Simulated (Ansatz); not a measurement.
# LiZnI3 in Amm2, a phase reached by a soft mode: following an unstable mode, part 3 of 3

Wanted: the energy along a soft mode of LiZnI3 in Amm2, a phase reached by a soft mode and the structure at the end.

Ansatz 0.2.0; DFT PBEsol, scalar-relativistic, plane waves, PAW; PAW set soft_1.

So far. Step 5 (Energy along the mode, all amplitudes (two of the runs …): The lowest of the steps tried is at 0.32 Å, 1.81 meV/atom below the parent; the bottom of the well need not coincide with a step. Step 7 (The new phase in its own primitive cell): The largest force component left is 0.57 meV/Å and the pressure is 0.001 GPa, within the tolerances set. The cell now holds 33.84 Å³/atom.

The structure was built from a prototype and need not be the compound's stable phase.

### 8. Modes of the new phase

A relaxed structure may still be a saddle point, so its zone-centre modes are computed. The response to a homogeneous field gives the Born charges and the dielectric tensor.

input.yaml reads:

```yaml
crystal:
  lattice:
    - [6.6159855259, 0.0, -0.0053444803]
    - [0.0, 4.1242066023, 0.0]
    - [-3.2676847386, 0.0, 6.2033834107]
  atoms:
    - { symbol: Li, position: [0.7399539221, 0.0, 0.178860025] }
    - { symbol: Zn, position: [0.4636303569, 0.5, 0.5915858486] }
    - { symbol: I, position: [0.0693204066, 0.5, 0.2586869621] }
    - { symbol: I, position: [0.4181186521, 0.5, 0.9356009199] }
    - { symbol: I, position: [0.7169113897, 0.0, 0.5880301136] }
kpoints:
  mp_grid: { grid: [4, 6, 4] }
hamiltonian:
  xc: pbesol
  pseudopotentials: { kind: paw, azcp: { folder: soft_1 }, xc_functional: pbe }
scf:
  occupations: { method: fixed }
output:
  eigenvalues: true
phonons:
  method: dfpt
  dielectric: true
  rigid_motions: translations
```

Started as:

```sh
$ ansatz run input.yaml --threads 4 --pin off --max-ram 16384MiB --backend cpu --events-out ev --progress --plain --runs-dir out
```

Numbers of over 12 decimals in the logs are rounded to 6 here.

The log of the run:

```text
[...]
Crystal: 5 atoms, lattice volume = 169.192 Å³
Basis set: ecut = 420 eV, 3295 PW (Γ), exchange–correlation on 90×60×96 points (8 copies of the dense FFT grid, shifted against one another)
Bands: 40, of which v1, the nominal top of the filled ones, is band 33 counted from 1 (32 counted from 0)
Symmetry: 2 space group operations
k-points: 52 of 96 (irreducible under 1 space group operation, time reversal used)
[...]
SCF iter   1: F=—  HF=-25786.606663 eV  |F-HF|=—  |Δ(HF+E_count)|=         —  Δρ=5.68e-2  dr2=4.91e0  ethr=3.10e-3  ⟨swp⟩=5.3  Hψ=7993  notcnv=0  defer=230
[...]
SCF iter  12: F=-25785.048185 eV  HF=-25785.048185 eV  |F-HF|=5.46e-11  |Δ(HF+E_count)|=  7.42e-10  Δρ=2.60e-7  dr2=9.08e-11  ethr=1.00e-12  ⟨swp⟩=19.0  Hψ=16414  notcnv=0
SCF 1 converged in 12 iterations: F = -25785.048185 eV  dr2 = 9.08e-11
[...]
NSCF: frozen V_eff on 2 k-points
DFPT response loops at Γ: preconditioner auto → Resta (q_TF=auto, 2.332 Å⁻¹)  ε∞=4.7 (no band partly filled); β = 1.00, the filter's whole step (`scf.mixing.beta` (0.50) is not read by the response loops at its default; to damp them type it under 1.00, their step now; it binds the ground state too); Broyden in place of MSR1
[...]
Bands: 34, of which v1, the nominal top of the filled ones, is band 33 counted from 1 (32 counted from 0)
k-points: 72 of 288 (time reversal used)
[...]
Eigensolver: Dense (72 Hₖ)
SCF iter   1: F=—  HF=-25784.957500 eV  |F-HF|=—  |Δ(HF+E_count)|=         —  Δρ=2.36e-4  dr2=2.81e-5  ethr=1.00e-1
[...]
SCF iter   5: F=-25784.957555 eV  HF=-25784.957555 eV  |F-HF|=7.19e-8  |Δ(HF+E_count)|=   1.13e-7  Δρ=4.38e-6  dr2=6.14e-8  ethr=5.47e-10
SCF 1 converged in 5 iterations: F = -25784.957555 eV  dr2 = 6.14e-8
[...]
SCF converged after 12 iterations
Free energy (F): -25785.048185 eV
[...]
Internal energy: -25785.048185 eV  (E = F + TS)
E sigma→0 (E₀):  -25785.048185 eV
Fermi energy:    4.070764 eV
[...]
--- Band table (eV; the first three rows and the last of 52) ---
  k-point 0: bands = [... 29 lower, 3.6822, 3.7158, 3.9049, 4.0708, 6.7623, 8.5579, 10.2190, 10.3982, ... 3 higher]
  k-point 1: bands = [... 29 lower, 3.0828, 3.6374, 3.6999, 4.0315, 7.1380, 8.7042, 9.1016, 10.2930, ... 3 higher]
  k-point 2: bands = [... 29 lower, 2.7708, 3.4712, 3.5376, 3.9978, 7.3263, 7.9573, 9.5772, 9.9587, ... 3 higher]
  k-point 51: bands = [... 29 lower, 2.5151, 2.7970, 3.1052, 3.6064, 7.5371, 8.6927, 9.0420, 9.1526, ... 3 higher]
[...]
ASR residual: 4.314e-4 → 0.000e0 eV/Å²; symmetrization residual: 2.121e-6 eV/Å²
  ASR residual per site (eV/Å²): 2.49e-5 4.31e-4 2.16e-5 3.96e-5 2.60e-5
[...]
ε∞ (high-frequency dielectric tensor):
        4.260244     0.000000     0.048492
        0.000000     4.229030     0.000000
        0.048492     0.000000     4.252172
  ε⁰ (static dielectric tensor: ions relaxed, cell fixed):
        6.555344     0.000000    -0.068121
        0.000000     7.393842     0.000000
       -0.068121     0.000000     7.071937
  ε⁰ − ε∞ (ionic part):
        2.295100     0.000000    -0.116613
        0.000000     3.164813     0.000000
       -0.116613     0.000000     2.819766
[...]
Born effective charges Z* (e; rows j = field, columns β = displacement):
    site 0:
         1.17379   -0.00000   -0.09830
         0.00000    1.30585    0.00000
         0.30438    0.00000    1.15486
    site 1:
         1.68139    0.00000    0.19761
        -0.00000    2.10863    0.00000
        -0.10608    0.00000    2.06532
    site 2:
        -1.14978   -0.00000   -0.35298
        -0.00000   -0.90664   -0.00000
        -0.40892   -0.00000   -1.08668
    site 3:
        -0.73680   -0.00000   -0.02099
        -0.00000   -0.84566   -0.00000
        -0.02741   -0.00000   -1.43628
    site 4:
        -0.96860    0.00000    0.27466
         0.00000   -1.66218   -0.00000
         0.23803   -0.00000   -0.69722
  Z* charge neutrality: 1.348e-2 e pre-enforcement
[...]
optical modes at Γ without the LO–TO term, one row a degenerate level:
      ω (cm⁻¹)  modes    IR ((D/Å)²/amu)
         42.80      1             0.0428
         48.57      1             0.0264
         51.36      1             0.0216
         59.78      1             0.0556
         74.50      1             0.1470
        118.44      1             0.1776
        129.30      1             1.7888
        171.22      1             4.6791
        185.87      1             3.2338
        193.42      1             0.9048
        237.18      1             6.1615
        244.68      1             3.9199
  optical modes at Γ + LO–TO along q̂ = [1.0000, 0.0000, 0.0000]:
      ω (cm⁻¹)  modes    IR ((D/Å)²/amu)
         42.80      1             0.0428
         48.57      1             0.0264
         51.62      1             0.0116
         60.16      1             0.0444
[...]
optical modes at Γ + LO–TO along q̂ = [0.0000, 1.0000, 0.0000]:
      ω (cm⁻¹)  modes    IR ((D/Å)²/amu)
[...]
optical modes at Γ + LO–TO along q̂ = [0.0000, 0.0000, 1.0000]:
      ω (cm⁻¹)  modes    IR ((D/Å)²/amu)
         42.80      1             0.0428
         48.57      1             0.0264
         51.47      1             0.0160
         60.22      1             0.0363
         75.92      1             0.0738
        118.47      1             0.1698
        129.30      1             1.7888
        176.06      1             3.5990
        191.49      1             0.0578
        216.07      1             3.2170
        237.18      1             6.1615
        259.17      1             5.9698
```

Run time: 4.5 min. Hardware: 4 threads of Arm Neoverse V1, shared host; peak memory 1.9 GiB; 18 min of CPU time.

This step gave:

```
sum-rule residual before enforcement                    : 4.31e-4 eV/Å²
miss of the charge sum rule                             : 0.01348 e
estimated error of the dielectric tensor                : 0.01590
estimated error of the Born charges                     : 0.02238 e
point group                                             : m
highest optical mode at the zone centre (no LO-TO term) : 244.7 cm⁻¹
lowest optical zone-centre mode                         : 42.8 cm⁻¹
mean high-frequency dielectric constant                 : 4.247
largest Born charge (third of the trace)                : 1.952 e
mean static dielectric constant                         : 7.007
top of the zone-centre spectrum with the field          : 276.6 cm⁻¹
```

Patterns of degenerate modes are one choice out of their space. The modes at Γ (shares of kinetic energy by element, %):

| mode | frequency (cm⁻¹) | symmetry | Li % | Zn % | I % |
| --- | --- | --- | --- | --- | --- |
| 1 | 0.0 | acoustic | 2 | 14 | 84 |
| 2 | 0.0 | acoustic | 2 | 14 | 84 |
| 3 | 0.0 | acoustic | 2 | 14 | 84 |
| 4 | 42.8 | A'' | 0 | 11 | 88 |
| 5 | 48.6 | A'' | 1 | 14 | 85 |
| 6 | 51.4 | A' | 0 | 2 | 98 |
| 7 | 59.8 | A' | 1 | 10 | 89 |
| 8 | 74.5 | A' | 1 | 16 | 82 |
| 9 | 118.4 | A' | 1 | 5 | 94 |
| 10 | 129.3 | A'' | 0 | 60 | 40 |
| 11 | 171.2 | A' | 65 | 18 | 16 |
| 12 | 185.9 | A' | 10 | 58 | 32 |
| 13 | 193.4 | A' | 30 | 53 | 17 |
| 14 | 237.2 | A'' | 97 | 0 | 3 |
| 15 | 244.7 | A' | 88 | 8 | 3 |

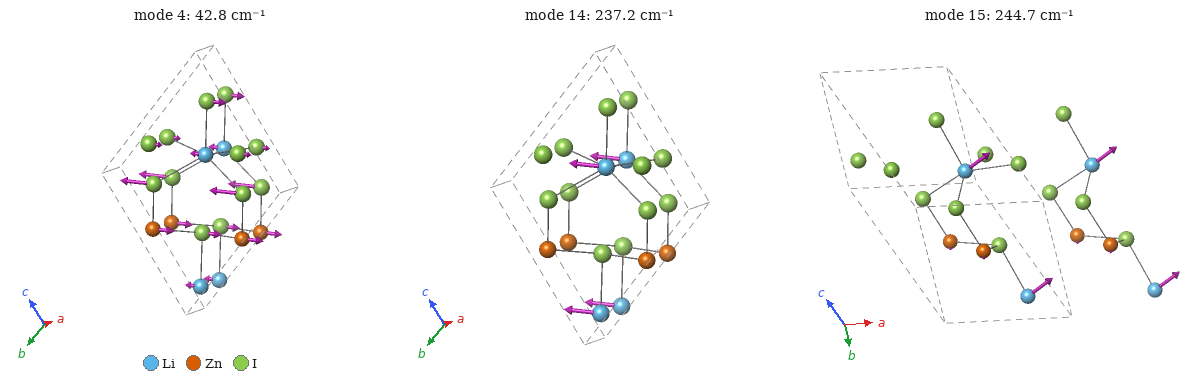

Displacement patterns of modes 4, 14 and 15 at Γ; arrows are exaggerated. Bonds to atoms that aren't drawn are left out. 2×1×1 conventional cells are drawn.

Optical modes at the zone centre, without and with the macroscopic field of the longitudinal modes; each column is sorted by frequency, so a row need not hold one and the same mode. Modes with and without the field, by row:

```
rank among optical modes  no field (cm⁻¹)  q along (1, 0, 0) (cm⁻¹)  q along (0, 1, 0) (cm⁻¹)  q along (0, 0, 1) (cm⁻¹)
                       1             42.8                      42.8                      43.6                      42.8
                       2             48.6                      48.6                      49.1                      48.6
                       3             51.4                      51.6                      51.4                      51.5
                       4             59.8                      60.2                      59.8                      60.2
                       5             74.5                      74.9                      74.5                      75.9
                       6            118.4                     119.7                     118.4                     118.5
                       7            129.3                     129.3                     142.4                     129.3
                       8            171.2                     180.8                     171.2                     176.1
                       9            185.9                     192.3                     185.9                     191.5
                      10            193.4                     197.1                     193.4                     216.1
                      11            237.2                     237.2                     244.7                     237.2
                      12            244.7                     265.5                     276.6                     259.2
```

Born charge (rows field, columns displacement) (e), principal values of the symmetric part by kind of site:

```
atom  atoms with these values    low  middle   high   mean
 Li1                        1   1.06    1.27   1.31   1.21
 Zn2                        1   1.68    2.07   2.11   1.95
  I3                        1  -1.50   -0.91  -0.74  -1.05
  I4                        1  -1.44   -0.85  -0.74  -1.01
  I5                        1  -1.66   -1.12  -0.54  -1.11
```

In full for Zn2:

```
 1.68  0.00  0.20
 0.00  2.11  0.00
-0.11  0.00  2.07
```

High-frequency dielectric tensor:

```
4.26 0.00 0.05
0.00 4.23 0.00
0.05 0.00 4.25
```

Static dielectric tensor (ions relaxed, fixed cell):

```
 6.56  0.00 -0.07
 0.00  7.39  0.00
-0.07  0.00  7.07
```

Transverse modes. Lines of the infrared spectrum (strongest = 100):

```
position (cm⁻¹)  label  relative intensity
             43    A''                 0.7
             49    A''                 0.4
             51     A'                 0.4
             60     A'                 0.9
             74     A'                 2.4
            118     A'                 2.9
            129    A''                  29
            171     A'                  76
            186     A'                  52
            193     A'                  15
            237    A''                 100
            245     A'                  64
```

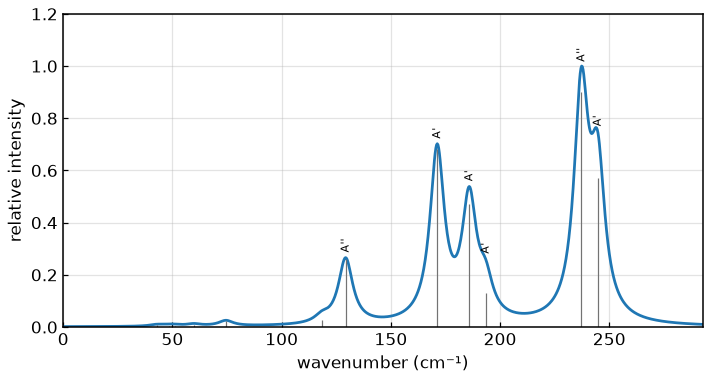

The infrared spectrum, broadened with Lorentzians of width 8 cm⁻¹; bars mark the lines.

Before it was imposed, the acoustic sum rule was missed by 4.3e-4 eV/Å² and the charge sum rule by 0.013 e. Small misses are needed for a sound result but don't prove that mesh and cutoff are converged. The lowest optical mode is real, 42.8 cm⁻¹.

The log warns of the k mesh: “the force constants stand on the 4×6×4 k-mesh, whose period is 12.09 times the interband length at k = (0.0000, 0.0000, 0.0000), direct gap 2.692 eV, under 14: take them and everything formed from them as unconverged”.

### 9. The phases reached

The phases reached along the modes that were followed are set side by side.

Energies are those of the first relaxation, on the mesh of the frozen mode; space group, volume and gap are those of the last relaxation. Phases, by row:

```csv
mode frozen in,space group,energy from parent (meV/atom),volume (Å³/atom),gap on mesh (eV),lowest zone-centre optical mode (cm⁻¹),largest shift (Å)
parent,Amm2,0,41.65,2.308,–,–
"q = (0, 0, 0), 16i cm⁻¹",Pm,-31.21,33.84,2.692,42.8,1.27
```

### 10. What came out

```json
{
  "unstable mode of the parent": "q = (0, 0, 0), 16i cm⁻¹",
  "depth at the lowest point sampled": "1.81 meV/atom",
  "largest atomic shift at that point": "0.32 Å",
  "space group reached (within 0.01 Å)": "Pm",
  "energy gained over the parent (first relaxation, on the mesh of the frozen mode)": "31.2 meV/atom",
  "volume per atom, phase reached": "33.8 Å³",
  "gap on the k-mesh, phase reached": "2.69 eV",
  "lowest optical zone-centre mode, phase reached": "42.8 cm⁻¹",
  "highest optical mode at the zone centre (no LO-TO term), phase reached": "245 cm⁻¹"
}
```

Along this mode the structure falls into Pm, 31.2 meV/atom below the parent. At the parent's cell the well is 1.81 meV/atom deep on the steps tried, with its lowest point at a shift of 0.32 Å. Relaxing atoms and cell changes the gain by +29.40 meV/atom against the lowest step (energies at zero smearing). Most of the total comes from this relaxation. The new phase has no imaginary mode at the zone centre of its cell; other wavevectors were not checked. Each path keeps the symmetry of its pattern, so a lower phase may lie along a pattern not tried. With the field response the log warns that the k mesh is coarse for the force constants too, so the frequencies may not be converged. Spin-orbit coupling is left out, which can matter for the heavy elements here. The PAW files were made for PBE and serve the other functionals too. The starting cell was built on a prototype and not taken from a measurement, so the phase need not exist.

[Logs are printed without paths, hosts, clocks, repeated set-up lines and the standing remarks that a program may print on its own settings, such as how far it seeks lower states.]

[Hosts, paths, dates, database ids (printed as entryN), source tags and the programs' standing remarks are cut or masked in the printed files.]
